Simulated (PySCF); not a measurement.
# CH2FNS (SMILES [H]/N=C(/F)S) at HF/def2-TZVPPD

Aim: the vertical ionisation energy of CH2FNS at HF/def2-TZVPPD, from 2 runs. 

The calculation is run with PySCF 2.14.0.

## (1) The system as given

CH2FNS: 6 atoms, total charge 0, spin state singlet. SMILES: `[H]/N=C(/F)S`. Geometry: relaxed at PBE0-D4/def2-TZVP. This is one conformer, not always the lowest.

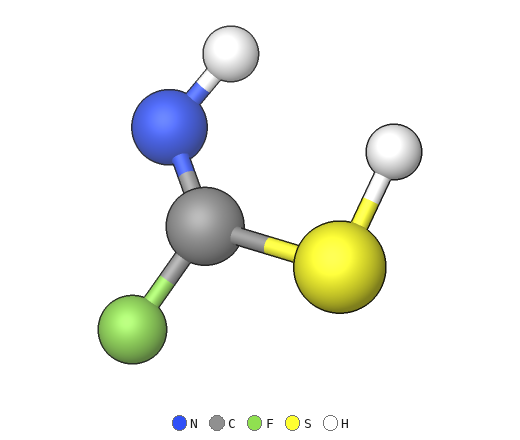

The structure, seen from a chosen angle (nitrogen blue, carbon grey, fluorine green, sulfur yellow, hydrogen white).

## (2) The energy at HF/def2-TZVPPD

mol.xyz

```xyz
6
CH2FNS
N      0.950900    -0.133600    -0.831100
C      0.296700    -0.460400     0.174500
F      0.690600    -1.513300     0.888300
S     -1.148300     0.183500     0.953900
H      0.576100     0.677000    -1.308300
H     -1.323900     1.182700     0.076600
```

input.py

```python
from pyscf import gto, scf

system = gto.M(
    atom='mol.xyz',
    basis='def2-tzvppd',
    charge=0,
    verbose=3,
    spin=0,
    max_memory=1860,
)

myscf = scf.RHF(system)
myscf.conv_tol = 1e-10
myscf.kernel()
if not myscf.converged:
    myscf = myscf.newton().run(myscf.mo_coeff, myscf.mo_occ)

etot = myscf.e_tot
print(f'total energy: {etot:.8f} hartree')
```

Run with:

```bash
$ OMP_NUM_THREADS=1 python input.py
```

Output:

```text
converged SCF energy = -590.526526877428
total energy: -590.52652688 hartree
```

Wall time 16 s (1 thread of Arm Neoverse V2, shared host); peak memory 1.6 GiB.

## (3) The doublet cation, same level

run.py

```python
from pyscf import gto, scf

mol = gto.M(
    atom=[
    ('N', (0.950900, -0.133600, -0.831100)),
    ('C', (0.296700, -0.460400, 0.174500)),
    ('F', (0.690600, -1.513300, 0.888300)),
    ('S', (-1.148300, 0.183500, 0.953900)),
    ('H', (0.576100, 0.677000, -1.308300)),
    ('H', (-1.323900, 1.182700, 0.076600)),
],
    max_memory=1860,
    basis='def2-tzvppd',
    spin=1,
    charge=1,
    verbose=3,
)

hf = scf.UHF(mol)
hf.conv_tol = 1e-10
hf.kernel()
if not hf.converged:
    hf = hf.newton().run(hf.mo_coeff, hf.mo_occ)

e_tot = hf.e_tot
print(f'total energy: {e_tot:.8f} hartree')
```

Run with:

```bash
$ OMP_NUM_THREADS=1 python run.py
```

Output:

```text
converged SCF energy = -590.182516940032  <S^2> = 0.9596107  2S+1 = 2.1996461
total energy: -590.18251694 hartree
```

Run time: 39 s. Hardware: 1 thread of Arm Neoverse V2, shared host; peak memory 1.6 GiB.

## (4) Summary of results

At HF/def2-TZVPPD:

| quantity | value |
| --- | --- |
| singlet CH2FNS: total energy | -590.52653 Eh |
| singlet CH2FNS: dipole moment | 3.23 D |
| singlet CH2FNS: HOMO energy | -10.84 eV |
| singlet CH2FNS: LUMO energy | 1.15 eV |
| singlet CH2FNS: HOMO–LUMO gap | 11.99 eV |
| doublet cation: total energy | -590.18252 Eh |
| doublet cation: HOMO energy (highest over α and β) | -18.95 eV |
| doublet cation: LUMO energy (lowest over α and β) | -8.09 eV |
| doublet cation: ⟨S²⟩ | 0.960 |
| vertical ionisation energy (to the doublet cation) | 9.361 eV |

In words: The vertical ionisation energy comes to 9.36 eV (903 kJ/mol). −ε(HOMO) before ionisation, 10.84 eV, is 1.48 eV above this ionisation energy. ⟨S²⟩ (doublet cation) is 0.96 where a pure doublet has 0.75: the reference is spin-contaminated.
